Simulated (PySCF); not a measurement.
C₆H₄BrCl, SMILES Clc1ccc(Br)cc1, GFN2-xTB optimised geometry. Atoms within 1.6 Å of the plane z = 0.0 Å (x, y, z in Å): Cl1 (-1.53, -2.77, 0.00), C2 (-0.68, -1.27, 0.00), C3 (-1.39, -0.08, 0.00), C4 (-0.71, 1.12, 0.00), C5 (0.68, 1.12, 0.00), Br6 (1.62, 2.77, 0.00), C7 (1.39, -0.07, 0.00), C8 (0.71, -1.27, 0.00), H9 (-2.47, -0.09, 0.00), H10 (-1.25, 2.06, 0.00), H11 (2.47, -0.05, 0.00), H12 (1.25, -2.20, 0.00).

Level of theory: PySCF 2.14.0 with CAM-B3LYP/def2-TZVP. Cells within 0.4 Å of a nucleus heavier than hydrogen are left out (blank, or x).

Map of the deformation density (molecule minus spherical neutral atoms) (e/bohr³) on the plane z = 0.0 Å:

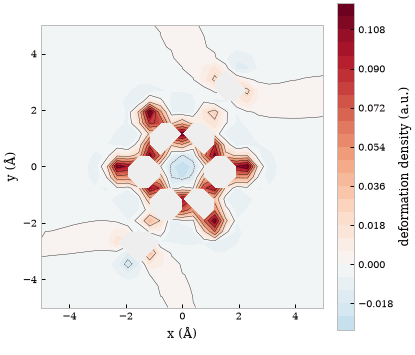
Figure. Deformation density (molecule minus spherical neutral atoms) (e/bohr³) on the plane z = 0.0 Å.
